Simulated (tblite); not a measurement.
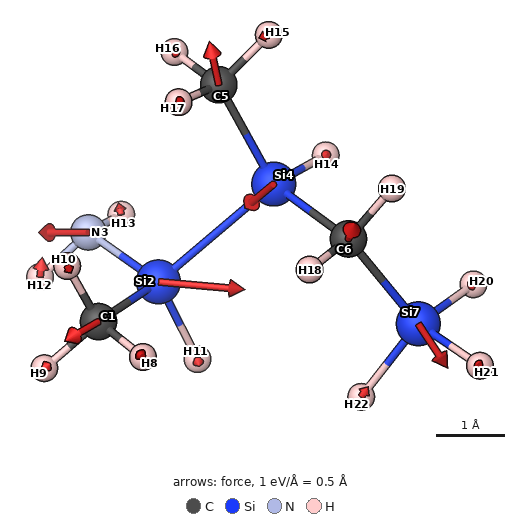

Starting geometry of C$_{3}$H$_{15}$NSi$_{3}$ with the computed forces as red arrows. Style: ball-and-stick. Shown at a tilt.

Level of theory: GFN2-xTB geometry optimisation, gas phase in tblite. 

Is this structure relaxed? If not, where do the atoms go?

Answer. It isn't relaxed: the largest force vector, on Si2, is 2.65 eV/Å. The final displacements have little in common with the starting forces (cosine between the two patterns 0.21). H12 moves most after the best rigid fit: 0.33 Å. Largest moves by element: H 0.33 Å, Si 0.19 Å, C 0.19 Å, N 0.03 Å. Near-neighbour distances that change, for instance: Si4–C5 1.847 → 1.911 Å, C1–Si2 1.844 → 1.903 Å, Si4–C6 1.856 → 1.912 Å, C6–Si7 1.844 → 1.894 Å. Bond angles that change, for instance: Si2–N3–H12 110.5° → 119.1°, N3–Si2–H11 104.9° → 112.6°, C1–Si2–N3 111.8° → 104.2°. After 69 geometry steps the energy has fallen by 0.435 eV.
